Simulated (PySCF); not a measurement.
## Electronic structure of C3H10F3N3Si in real space

```yaml
atoms:
  - { symbol: C, position_ang: [2.3777, 1.4300, -0.8981] }
  - { symbol: N, position_ang: [1.0581, 0.8446, -0.8178] }
  - { symbol: Si, position_ang: [0.7188, -0.6116, 0.0269] }
  - { symbol: N, position_ang: [1.8911, -1.7307, -0.5517] }
  - { symbol: N, position_ang: [-0.9112, -1.1335, -0.2944] }
  - { symbol: C, position_ang: [-2.0265, -0.7339, 0.4962] }
  - { symbol: C, position_ang: [-2.5343, 0.6714, 0.1645] }
  - { symbol: F, position_ang: [-1.6919, 1.6376, 0.5643] }
  - { symbol: F, position_ang: [-3.7160, 0.9349, 0.7467] }
  - { symbol: F, position_ang: [-2.7101, 0.8476, -1.1543] }
  - { symbol: H, position_ang: [3.1121, 0.6312, -0.8553] }
  - { symbol: H, position_ang: [2.4893, 1.9686, -1.8416] }
  - { symbol: H, position_ang: [2.5747, 2.1248, -0.0761] }
  - { symbol: H, position_ang: [0.3444, 1.5580, -0.8243] }
  - { symbol: H, position_ang: [0.8220, -0.6340, 1.4887] }
  - { symbol: H, position_ang: [1.8484, -2.6797, -0.2225] }
  - { symbol: H, position_ang: [2.1274, -1.7149, -1.5298] }
  - { symbol: H, position_ang: [-1.1635, -1.2587, -1.2635] }
  - { symbol: H, position_ang: [-1.7388, -0.7277, 1.5494] }
  - { symbol: H, position_ang: [-2.8770, -1.4133, 0.3605] }
```

Geometry: GFN2-xTB.

Computed with PBE0/pcSseg-1, SCF density, gas phase, non-relativistic in PySCF.

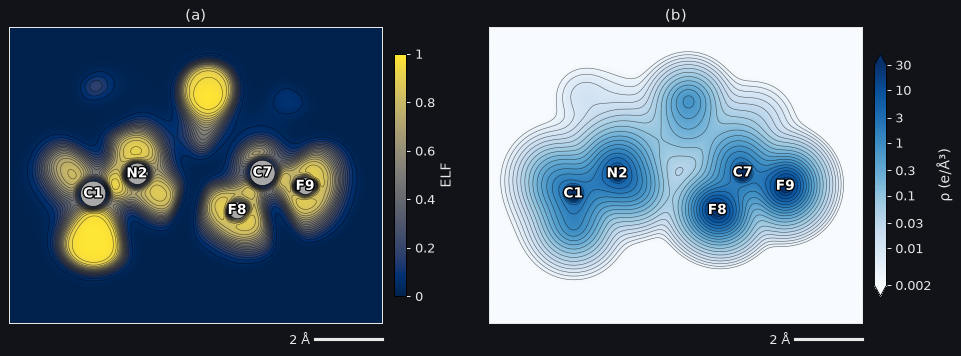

Figure 1. (a) ELF; (b) electron density on the plane of atoms F8, C7 and F9. Grey discs cover the atomic cores in the ELF map.

Question: Interpret the plot.

Answer: The plane passes through C, N and F nuclei.
C–F (1.34 Å): the density is about 2.4 e/Å³ at the midpoint; the ELF peaks at about 0.85 between the atoms: a shared but strongly polarised pair.
C–N (1.45 Å): ρ at the midpoint is about 1.9 e/Å³; the ELF peaks at about 0.90 between the atoms (a shared electron pair).
The ELF also peaks beside F8 and F9, away from the bonds: lone-pair regions.

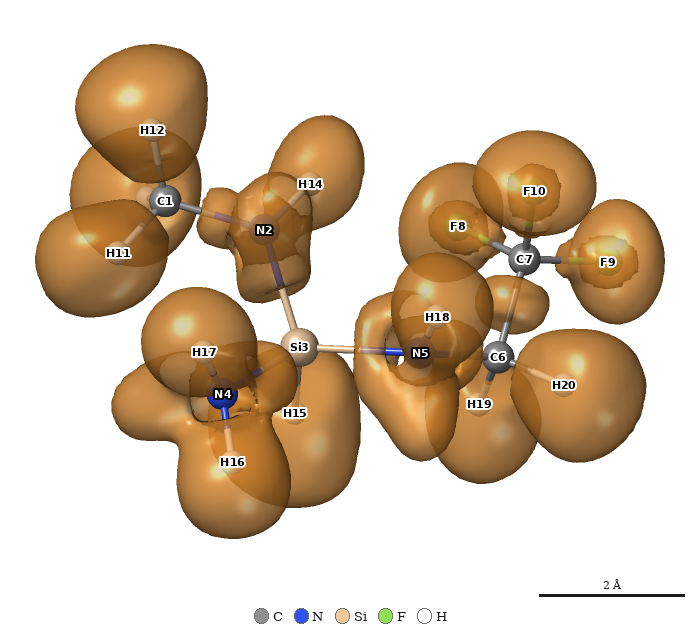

Figure 2. Isosurface of the electron localisation function at 0.75 (orange), seen at a tilt. Core shells and regions of very low density are left out.

Question: What do the ELF domains correspond to?

Answer: At this value the surface marks out one region between bonded C–C atoms (shared pairs), six regions around hydrogen nuclei, three regions on F in which the atom's valence shell and bonds are merged and three joined regions spread over several atoms (H, N), in which their bonds and any lone pairs are merged. Profiles from the grid: C–N (1.42 Å): the ELF peaks at about 0.90 between the atoms (a shared electron pair).

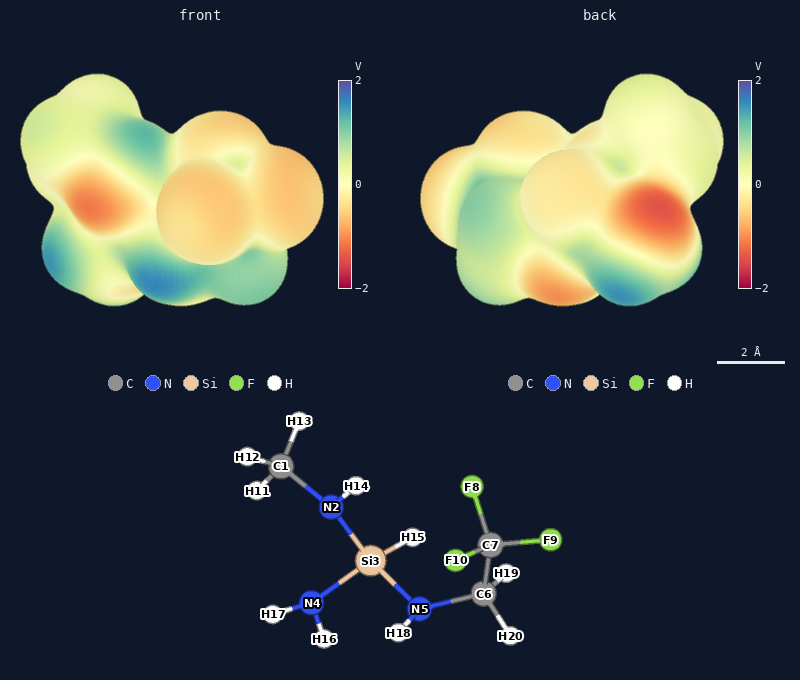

Figure 3. The electrostatic potential painted on the density surface at 0.002 e/bohr³, seen from the front and from behind; red is negative and blue positive. The bare structure is drawn below in the same view.

Question: Which sites attract a positive test charge, and which a negative one?

Answer: A positive charge is drawn to the negative regions and a negative charge to the positive ones. The most negative region (about −1.4 V) lies over N4, the most positive (about +1.5 V) over H16 and H18. N4 is the likeliest acceptor of a hydrogen bond.

Question: What dipole moment does the calculation give?

Answer: Its dipole moment is 1.67 D.
